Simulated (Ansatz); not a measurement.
```xyz
4

Ga    0.2015    0.0000   -1.0172
H     0.7935    0.0000    1.0360
H     1.5239    0.0000    0.6605
H    -0.9403    0.0000    0.2322
```

Method: Ansatz 0.2.0, RKS LDA/def2-SVP.

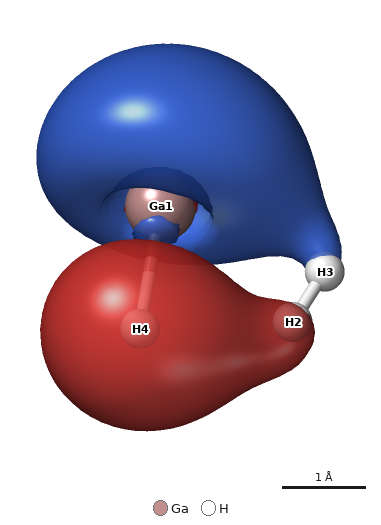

GaH···H2. One frontier orbital at ±0.1 Å⁻³ᐟ² (red and blue are the two phases), seen at an oblique angle.

Which orbital is it: HOMO or LUMO?

The HOMO, at −5.26 eV. It lies mainly on Ga1 (about 65 %) and H4 (about 30 %); it is symmetric in the molecular plane (an in-plane orbital: σ, lone-pair or in-plane π type).
